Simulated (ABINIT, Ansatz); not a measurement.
## SnH2 (Fm-3m): zone-centre phonons

Wanted: the vibrations of SnH2 (Fm-3m) at Γ, by two programs.

Method: DFT LDA, scalar-relativistic, plane waves, HGH norm-conserving pseudopotentials, in ABINIT 10.8.3.

The structure was built from a prototype and need not be the compound's stable phase.

## (1) Starting point

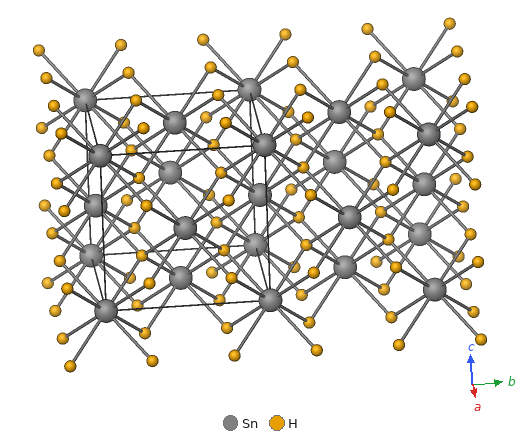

The starting structure, seen slightly off an axis (tin grey, hydrogen orange). 1×2×1 cells are drawn. This picture shows the conventional cell, with its axes. Some periodic images of atoms are drawn too.

## (2) Relaxation

The harmonic expansion needs vanishing forces, and a free crystal bears no stress, so cell and atoms are brought to rest. Stress is more sensitive to the basis than forces are: the last 3 Ha under the cutoff are smoothed with ecutsm, and the cutoff is raised above that of the later runs.

The starting cell comes from a relaxation made beforehand in Ansatz (LDA, PseudoDojo NC).

Input file relax.abi:

```
# relaxation
ionmov 2
optcell 2
dilatmx 1.08
ntime 40
tolmxf 1.0d-05
tolvrs 1.0d-14
prtwf 0
prtden 0
chksymtnons 0

# basis, mesh and filling
ecut 43.0
ecutsm 3.0
ixc 7
ngkpt 10 10 10
nshiftk 1
shiftk 0.0 0.0 0.0
istwfk *1
occopt 3
tsmear 0.01
nband 8
nstep 100
diemac 1000000.0
prtebands 0
prtgsr 0

# cell and atoms
acell 6.979834762 6.979834762 6.979834762
rprim 
    0.0 0.7071067812 0.7071067812
    0.7071067812 0.0 0.7071067812
    0.7071067812 0.7071067812 0.0
ntypat 2
znucl 50 1
natom 3
typat 1 2 2
xred 
    0.0 0.0 0.0
    0.25 0.25 0.25
    0.75 0.75 0.75
pp_dirpath "./pseudo"
pseudos "Sn.hgh, H.hgh"
```

Started as:

```console
$ OMP_NUM_THREADS=1 mpirun -n 4 abinit relax.abi > relax.log
```

Numbers of over 12 decimals in the logs are rounded to 6 here.

relax.abo, the main output file:

```text
[banners, grids, parts of the stress and lines that vanish by symmetry left out]
- input  file    -> relax.abi
- output file    -> relax.abo
- root for input  files -> relaxi
[...]
Symmetries : space group Fm -3 m (#225); Bravais cF (face-center cubic)
[...]
mpw =        4096          nfft =      110592          nkpt =          47
[...]
== DATASET  1 ==================================================================
[...]
cutoff_energies: {ecut:  43.0, pawecutdg:  -1.0, }
[...]
Exchange-correlation functional for the present dataset will be:
  LDA: Perdew-Wang 92 LSD fit to Ceperley-Alder data - ixc=7
[...]
ETOT  1  -4.655663    -4.656E+00 5.260E-02 3.091E+01
 ETOT  2  -4.665966    -1.030E-02 1.108E-03 6.555E-01
 ETOT  3  -4.665983    -1.697E-05 1.139E-04 1.638E-02
 ETOT  4  -4.665984    -9.139E-07 1.802E-04 1.200E-03
 ETOT  5  -4.665984    -5.526E-08 2.715E-05 9.351E-06
[...]
At SCF step   10       vres2   =  7.89E-18 < tolvrs=  1.00E-14 =>converged.
[...]
sigma(1 1)= -7.19211320E-06  sigma(3 2)=  0.00000000E+00
  sigma(2 2)= -7.19211320E-06  sigma(3 1)=  0.00000000E+00
  sigma(3 3)= -7.19211320E-06  sigma(2 1)=  0.00000000E+00
[...]
convergence: {deltae:  1.101E-13, res2:  7.889E-18, residm:  1.347E-05, diffor: null, }
etotal    :  -4.66598398E+00
[...]
ETOT  1  -4.665985    -4.666E+00 1.011E-05 6.878E-04
[...]
At SCF step    7       vres2   =  4.22E-16 < tolvrs=  1.00E-14 =>converged.
[...]
sigma(1 1)= -6.00851151E-06  sigma(3 2)=  0.00000000E+00
  sigma(2 2)= -6.00851151E-06  sigma(3 1)=  0.00000000E+00
  sigma(3 3)= -6.00851151E-06  sigma(2 1)=  0.00000000E+00
[...]
convergence: {deltae:  2.487E-14, res2:  4.221E-16, residm:  2.103E-06, diffor: null, }
etotal    :  -4.66598501E+00
[...]
ETOT  1  -4.665986    -4.666E+00 1.469E-06 1.789E-02
[...]
ETOT  7  -4.665987     2.123E-13 6.163E-07 1.155E-14
 ETOT  8  -4.665987    -1.581E-13 4.357E-07 3.358E-17
 At SCF step    8       vres2   =  3.36E-17 < tolvrs=  1.00E-14 =>converged.
[...]
sigma(1 1)= -2.85268761E-08  sigma(3 2)=  0.00000000E+00
  sigma(2 2)= -2.85268761E-08  sigma(3 1)=  0.00000000E+00
  sigma(3 3)= -2.85268761E-08  sigma(2 1)=  0.00000000E+00
[...]
convergence: {deltae: -1.581E-13, res2:  3.358E-17, residm:  4.357E-07, diffor: null, }
etotal    :  -4.66598740E+00
[...]
At Broyd/MD step   3, gradients are converged :
[...]
sigma(1 1)= -2.85268761E-08  sigma(3 2)=  0.00000000E+00
  sigma(2 2)= -2.85268761E-08  sigma(3 1)=  0.00000000E+00
  sigma(3 3)= -2.85268761E-08  sigma(2 1)=  0.00000000E+00
[...]
- sigma(1 1)= -8.39289670E-04  sigma(3 2)=  0.00000000E+00
- sigma(2 2)= -8.39289670E-04  sigma(3 1)=  0.00000000E+00
- sigma(3 3)= -8.39289671E-04  sigma(2 1)=  0.00000000E+00
[...]
fcart     -0.0000000000E+00 -0.0000000000E+00 -0.0000000000E+00
           strten     -2.8526876075E-08 -2.8526876075E-08 -2.8526876076E-08
================================================================================

[key lines of the parts left out:]
pressure_GPa:   8.3929E-04
Total energy (etotal) [Ha]= -4.66598740187457E+00
```

Wall time 28 s (4 MPI ranks of Arm Neoverse V1, shared host); 1.9 min of CPU time.

Relaxation path:

| step | energy less that of the first step (eV) | largest force (eV/Å) | volume (Å³) |
| --- | --- | --- | --- |
| 1 | 0.0000 | 0.0000 | 35.63 |
| 2 | 0.0000 | 0.0000 | 35.65 |
| 3 | -0.0001 | 0.0000 | 35.77 |

| conventional cell, symmetrised | before | after | change |
| --- | --- | --- | --- |
| a (Å) | 5.223 | 5.230 | +0.1 % |
| b (Å) | 5.223 | 5.230 | +0.1 % |
| c (Å) | 5.223 | 5.230 | +0.1 % |
| volume (Å³/atom) | 11.88 | 11.92 | +0.4 % |

Final coordinates:

```xyz
3
Lattice="0.0000 2.6152 2.6152 2.6152 0.0000 2.6152 2.6152 2.6152 0.0000" Properties=species:S:1:pos:R:3 pbc="T T T"
Sn    0.0000    0.0000    0.0000
H     1.3076    1.3076    1.3076
H     3.9228    3.9228    3.9228
```

This step gave:

* volume per atom: 11.92 Å³
* pressure: 8.39e-4 GPa
* gap on the k-mesh: 0 eV

The volume changes by +0.4 % from the cell with which this run began.

## (3) Self-consistent run for the response

First-order wavefunctions inherit every error of the ground state, hence the very tight tolvrs. Occupations are smeared.

Input file gs.abi:

```
# ground state
tolvrs 1.0d-16
prtden 1
prtwf 1

# basis, mesh and filling
ecut 35.0
ixc 7
ngkpt 12 12 12
nshiftk 1
shiftk 0.0 0.0 0.0
istwfk *1
occopt 3
tsmear 0.01
nband 8
nstep 100
diemac 1000000.0
prtebands 0
prtgsr 0

# cell and atoms
acell 6.989016049 6.989016049 6.989016049
rprim 
    0.0 0.7071067812 0.7071067812
    0.7071067812 0.0 0.7071067812
    0.7071067812 0.7071067812 0.0
ntypat 2
znucl 50 1
natom 3
typat 1 2 2
xred 
    0.0 0.0 0.0
    0.25 0.25 0.25
    0.75 0.75 0.75
pp_dirpath "./pseudo"
pseudos "Sn.hgh, H.hgh"
```

Started as:

```console
$ OMP_NUM_THREADS=1 mpirun -n 4 abinit gs.abi > gs.log
```

gs.abo, the main output file:

```text
[banners, grids, parts of the stress and lines that vanish by symmetry left out]
- input  file    -> gs.abi
- output file    -> gs.abo
- root for input  files -> gsi
[...]
Symmetries : space group Fm -3 m (#225); Bravais cF (face-center cubic)
[...]
mpw =        2421          nfft =       64000          nkpt =          72
[...]
== DATASET  1 ==================================================================
[...]
cutoff_energies: {ecut:  35.0, pawecutdg:  -1.0, }
[...]
Exchange-correlation functional for the present dataset will be:
  LDA: Perdew-Wang 92 LSD fit to Ceperley-Alder data - ixc=7
[...]
ETOT  1  -4.658800    -4.659E+00 2.001E-02 1.768E+01
 ETOT  2  -4.665050    -6.250E-03 7.188E-04 3.445E-01
 ETOT  3  -4.665066    -1.646E-05 3.434E-04 8.376E-03
 ETOT  4  -4.665067    -8.764E-07 5.835E-04 6.059E-04
 ETOT  5  -4.665067    -4.811E-08 9.466E-05 2.948E-06
[...]
ETOT  9  -4.665067    -1.021E-13 3.332E-05 1.444E-15
 ETOT 10  -4.665067     1.270E-13 2.440E-05 3.630E-18
 At SCF step   10       vres2   =  3.63E-18 < tolvrs=  1.00E-16 =>converged.
[...]
sigma(1 1)=  2.07511617E-05  sigma(3 2)=  0.00000000E+00
  sigma(2 2)=  2.07511617E-05  sigma(3 1)=  0.00000000E+00
  sigma(3 3)=  2.07511617E-05  sigma(2 1)=  0.00000000E+00
[...]
convergence: {deltae:  1.270E-13, res2:  3.630E-18, residm:  2.440E-05, diffor: null, }
etotal    :  -4.66506729E+00
[...]
sigma(1 1)=  2.07511617E-05  sigma(3 2)=  0.00000000E+00
  sigma(2 2)=  2.07511617E-05  sigma(3 1)=  0.00000000E+00
  sigma(3 3)=  2.07511617E-05  sigma(2 1)=  0.00000000E+00
[...]
- sigma(1 1)=  6.10520255E-01  sigma(3 2)=  0.00000000E+00
- sigma(2 2)=  6.10520255E-01  sigma(3 1)=  0.00000000E+00
- sigma(3 3)=  6.10520255E-01  sigma(2 1)=  0.00000000E+00
[...]
fcart     -0.0000000000E+00 -0.0000000000E+00 -0.0000000000E+00
           strten      2.0751161693E-05  2.0751161693E-05  2.0751161693E-05
================================================================================

[key lines of the parts left out:]
pressure_GPa:  -6.1052E-01
```

The job ended after 12 s (4 MPI ranks; 48 s of CPU time).

Numbers from this step:

* pressure: -0.6105 GPa

The cell stands at -0.61 GPa: the relaxation ran with a smoothed and higher cutoff and on another k mesh.

## (4) Zone-centre response

At q = 0 one unit cell holds all displacements. The response is solved for single atoms along the cell's directions, and symmetry skips those that follow from others. The crystal is treated as a metal, which screens a static field, so no field response is asked.

Input file dfpt_gamma.abi:

```

# common to the responses
getwfk_filepath "gso_WFK"
kptopt 2
nqpt 1
qpt 0.0 0.0 0.0
asr 0
chneut 0

# displacements
rfphon 1
rfatpol 1 3
rfdir 1 1 1
tolvrs 1.0d-10
prtwf 0

# basis, mesh and filling
ecut 35.0
ixc 7
ngkpt 12 12 12
nshiftk 1
shiftk 0.0 0.0 0.0
istwfk *1
occopt 3
tsmear 0.01
nband 8
nstep 100
diemac 1000000.0
prtebands 0
prtgsr 0

# cell and atoms
acell 6.989016049 6.989016049 6.989016049
rprim 
    0.0 0.7071067812 0.7071067812
    0.7071067812 0.0 0.7071067812
    0.7071067812 0.7071067812 0.0
ntypat 2
znucl 50 1
natom 3
typat 1 2 2
xred 
    0.0 0.0 0.0
    0.25 0.25 0.25
    0.75 0.75 0.75
pp_dirpath "./pseudo"
pseudos "Sn.hgh, H.hgh"
```

Started as:

```console
$ OMP_NUM_THREADS=1 mpirun -n 4 abinit dfpt_gamma.abi > dfpt_gamma.log
```

dfpt_gamma.abo, the main output file:

```text
[banners, grids, parts of the stress and lines that vanish by symmetry left out]
- input  file    -> dfpt_gamma.abi
- output file    -> dfpt_gamma.abo
- root for input  files -> dfpt_gammai
- root for output files -> dfpt_gammao

 Symmetries : space group Fm -3 m (#225); Bravais cF (face-center cubic)
================================================================================
 Values of the parameters that define the memory need of the present run (RF).
     intxc =       0      iscf =       7    lmnmax =       6     lnmax =       6
     mgfft =      40  mpssoang =       3    mqgrid =    3001     natom =       3
  nloc_mem =       1    nspden =       1   nspinor =       1    nsppol =       1
      nsym =      48    n1xccc =       0    ntypat =       2    occopt =       3
   xclevel =       1
-    mband =           8        mffmem =           1         mkmem =         217
-   mkqmem =         217        mk1mem =         217           mpw =        2421
      nfft =       64000          nkpt =         868
- my_mband =           8
================================================================================
================================================================================

--------------------------------------------------------------------------------
------------- Echo of variables that govern the present computation ------------
--------------------------------------------------------------------------------
-
- outvars: echo of selected default values
-   iomode0 =  0 , fftalg0 =312 , wfoptalg0 =  0
-
- outvars: echo of global parameters not present in the input file
-  max_nthreads =    1
-
 -outvars: echo values of preprocessed input variables
 [... echo left out ...]
================================================================================

 chkinp: Checking input parameters for consistency.

[...]
== DATASET  1 ==================================================================
-   mpi_nproc: 4, omp_nthreads: 1 (-1 if OMP is not activated)

--- !DatasetInfo
iteration_state: {dtset: 1, }
dimensions: {natom: 3, nkpt: 868, mband: 8, nsppol: 1, nspinor: 1, nspden: 1, mpw: 2421, }
cutoff_energies: {ecut:  35.0, pawecutdg:  -1.0, }
electrons: {nelect:   6.00000000E+00, charge:   0.00000000E+00, occopt:   3.00000000E+00, tsmear:   1.00000000E-02, }
meta: {optdriver: 1, rfphon: 1, }
...

 mkfilename: getwfk from: gso_WFK

 Exchange-correlation functional for the present dataset will be:
  LDA: Perdew-Wang 92 LSD fit to Ceperley-Alder data - ixc=7
 Citation for XC functional:
  J.P.Perdew and Y.Wang, PRB 45, 13244 (1992)

 Real(R)+Recip(G) space primitive vectors, cartesian coordinates (Bohr,Bohr^-1):
 R(1)=  0.0000000  4.9419806  4.9419806  G(1)= -0.1011740  0.1011740  0.1011740
 R(2)=  4.9419806  0.0000000  4.9419806  G(2)=  0.1011740 -0.1011740  0.1011740
 R(3)=  4.9419806  4.9419806  0.0000000  G(3)=  0.1011740  0.1011740 -0.1011740
 Unit cell volume ucvol=  2.4139769E+02 bohr^3
 Angles (23,13,12)=  6.00000000E+01  6.00000000E+01  6.00000000E+01 degrees
 setup1 : take into account q-point for computing boxcut.

 getcut: wavevector=  0.0000  0.0000  0.0000  ngfft=  40  40  40
         ecut(hartree)=     35.000   => boxcut(ratio)=   2.14904

--- Pseudopotential description ------------------------------------------------
- pspini: atom type   1  psp file is ./pseudo/Sn.hgh

- pspini: atom type   2  psp file is ./pseudo/H.hgh

   1.51667852E+02                                ecore*ucvol(ha*bohr**3)
--------------------------------------------------------------------------------

 ==>  initialize data related to q vector <==

 The list of irreducible perturbations for this q vector is:
    1)    idir= 1    ipert=   1
    2)    idir= 1    ipert=   2

[...]
The perturbation idir=   2  ipert=   1 is
 symmetric of a previously calculated perturbation.
 So, its SCF calculation is not needed.

 The perturbation idir=   3  ipert=   1 is
 symmetric of a previously calculated perturbation.
 So, its SCF calculation is not needed.

 The perturbation idir=   2  ipert=   2 is
 symmetric of a previously calculated perturbation.
 So, its SCF calculation is not needed.

 The perturbation idir=   3  ipert=   2 is
 symmetric of a previously calculated perturbation.
 So, its SCF calculation is not needed.

 The perturbation idir=   1  ipert=   3 is
 symmetric of a previously calculated perturbation.
 So, its SCF calculation is not needed.

 The perturbation idir=   2  ipert=   3 is
 symmetric of a previously calculated perturbation.
 So, its SCF calculation is not needed.

 The perturbation idir=   3  ipert=   3 is
 symmetric of a previously calculated perturbation.
 So, its SCF calculation is not needed.

--------------------------------------------------------------------------------
 Perturbation wavevector (in red.coord.)   0.000000  0.000000  0.000000
 Perturbation : displacement of atom   1   along direction   1
 Found     4 symmetries that leave the perturbation invariant.

[...]
dfpt_looppert : total number of electrons, from k and k+q
  fully or partially occupied states are    6.000000E+00 and    6.000000E+00.
 Initialisation of the first-order wave-functions :
  ireadwf=   0

--- !BeginCycle
iteration_state: {dtset: 1, }
solver: {iscf: 7, nstep: 100, nline: 4, wfoptalg: 0, }
tolerances: {tolvrs: 1.00E-10, }
...

     iter   2DEtotal(Ha)        deltaE(Ha) residm    vres2
-ETOT  1  0.519073     -4.934E+01 6.597E-01 5.696E+03
 ETOT  2 -0.391870     -9.109E-01 2.582E-03 9.923E+01
 ETOT  3 -0.406859     -1.499E-02 1.905E-04 5.030E-01
 ETOT  4 -0.406915     -5.637E-05 2.018E-07 8.421E-03
 ETOT  5 -0.406916     -7.962E-07 4.495E-09 6.173E-05
[...]
At SCF step    8       vres2   =  1.35E-12 < tolvrs=  1.00E-10 =>converged.
[...]
Mean square residual over all n,k,spin=   40.444E-18; max=  35.070E-15

 Thirteen components of 2nd-order total energy (hartree) are
 1,2,3: 0th-order hamiltonian combined with 1st-order wavefunctions
     kin0=   4.57179261E+01 eigvalue=   2.03470593E+00  local=  -1.20348114E+01
 4,5,6: 1st-order hamiltonian combined with 1st and 0th-order wfs
 loc psp =  -3.51858564E+01  Hartree=   4.29747440E+00     xc=  -4.40597652E+00
 note that "loc psp" includes a xc core correction that could be resolved
 7,8,9: eventually, occupation + non-local contributions
    edocc=   4.75483126E+00     enl0=   9.90216659E+00   enl1=  -6.53467762E+01
 1-9 gives the relaxation energy (to be shifted if some occ is /=2.0)
   erelax=  -5.02663163E+01
 10,11,12 Non-relaxation  contributions : frozen-wavefunctions and Ewald
 fr.local=   1.18579268E+01 fr.nonlo=   3.12207263E+01  Ewald=   6.78074725E+00
 13,14 Frozen wf xc core corrections (1) and (2)
 frxc 1  =   0.00000000E+00  frxc 2 =   0.00000000E+00
 Resulting in :
 2DEtotal=   -0.4069159686E+00 Ha. Also 2DEtotal=   -0.110727475900E+02 eV
    (2DErelax=   -5.0266316274E+01 Ha. 2DEnonrelax=    4.9859400305E+01 Ha)
    (  non-var. 2DEtotal :   -4.0691599117E-01 Ha)

[...]
Perturbation wavevector (in red.coord.)   0.000000  0.000000  0.000000
 Perturbation : displacement of atom   2   along direction   1
 Found     2 symmetries that leave the perturbation invariant.

--------------------------------------------------------------------------------

--------------------------------------------------------------------------------

 dfpt_looppert : total number of electrons, from k and k+q
  fully or partially occupied states are    6.000000E+00 and    6.000000E+00.
 Initialisation of the first-order wave-functions :
  ireadwf=   0

--- !BeginCycle
iteration_state: {dtset: 1, }
solver: {iscf: 7, nstep: 100, nline: 4, wfoptalg: 0, }
tolerances: {tolvrs: 1.00E-10, }
...

     iter   2DEtotal(Ha)        deltaE(Ha) residm    vres2
-ETOT  1   2.368838     -4.787E+01 5.751E-01 1.032E+04
[...]
ETOT  7  0.362797     -1.406E-10 3.395E-12 4.762E-09
 ETOT  8  0.362797     -2.387E-12 3.943E-13 3.975E-11

 At SCF step    8       vres2   =  3.98E-11 < tolvrs=  1.00E-10 =>converged.
[...]
Mean square residual over all n,k,spin=   51.050E-17; max=  39.427E-14

 Thirteen components of 2nd-order total energy (hartree) are
 1,2,3: 0th-order hamiltonian combined with 1st-order wavefunctions
     kin0=   5.20048392E+01 eigvalue=   1.24758584E+00  local=  -1.21967489E+01
 4,5,6: 1st-order hamiltonian combined with 1st and 0th-order wfs
 loc psp =  -9.97586369E+01  Hartree=   9.77287407E+00     xc=  -6.02680511E+00
 note that "loc psp" includes a xc core correction that could be resolved
 7,8,9: eventually, occupation + non-local contributions
    edocc=   4.89712364E+00     enl0=   1.80449633E-01   enl1=   0.00000000E+00
 1-9 gives the relaxation energy (to be shifted if some occ is /=2.0)
   erelax=  -4.98793184E+01
 10,11,12 Non-relaxation  contributions : frozen-wavefunctions and Ewald
 fr.local=   4.60041480E+01 fr.nonlo=   0.00000000E+00  Ewald=   4.23796703E+00
 13,14 Frozen wf xc core corrections (1) and (2)
 frxc 1  =   0.00000000E+00  frxc 2 =   0.00000000E+00
 Resulting in :
 2DEtotal=    0.3627966087E+00 Ha. Also 2DEtotal=    0.987219864854E+01 eV
    (2DErelax=   -4.9879318445E+01 Ha. 2DEnonrelax=    5.0242115053E+01 Ha)
    (  non-var. 2DEtotal :    3.6279659695E-01 Ha)

[...]
---- first-order wavefunction calculations are completed ----

 ==> Compute Derivative Database <==

 [... matrices left out ...]
  Phonon wavevector (reduced coordinates) :  0.00000  0.00000  0.00000
 Phonon energies in Hartree :
  -1.519103E-03 -1.519103E-03 -1.519103E-03 -4.939140E-06 -4.939140E-06
  -4.939139E-06  3.217687E-03  3.217687E-03  3.217687E-03
 Phonon frequencies in cm-1    :
- -3.334046E+02 -3.334046E+02 -3.334046E+02 -1.084016E+00 -1.084016E+00
- -1.084016E+00  7.062008E+02  7.062008E+02  7.062008E+02

== END DATASET(S) ==============================================================
================================================================================

 -outvars: echo values of variables after computation
            acell      6.9890160490E+00  6.9890160490E+00  6.9890160490E+00 Bohr
           etotal      3.6279660872E-01
            fcart      0.0000000000E+00  0.0000000000E+00  0.0000000000E+00
           strten      0.0000000000E+00  0.0000000000E+00  0.0000000000E+00
================================================================================
```

The job ended after 93 s (4 MPI ranks).

This step gave:

```
largest acoustic frequency at the zone centre before the sum rule : -1.08 cm⁻¹
highest optical zone-centre mode (no LO-TO term)                  : 706.2 cm⁻¹
lowest optical zone-centre mode                                   : -333.4 cm⁻¹
```

The acoustic modes at Γ come out as far as 1.1 cm⁻¹ from zero, where they should vanish, a small numerical error. The lowest optical mode is imaginary, 333i cm⁻¹, an instability at this level and on this k mesh.

[end of part 1 of 3]

[Host names and launcher messages were left out of these logs when they were recorded.]

[Logs are printed without paths, hosts, clocks, repeated set-up lines and the standing remarks that a program may print on its own settings, such as how far it seeks lower states.]

[Hosts, paths, dates, database ids (printed as entryN), source tags and the programs' standing remarks are cut or masked in the printed files.]
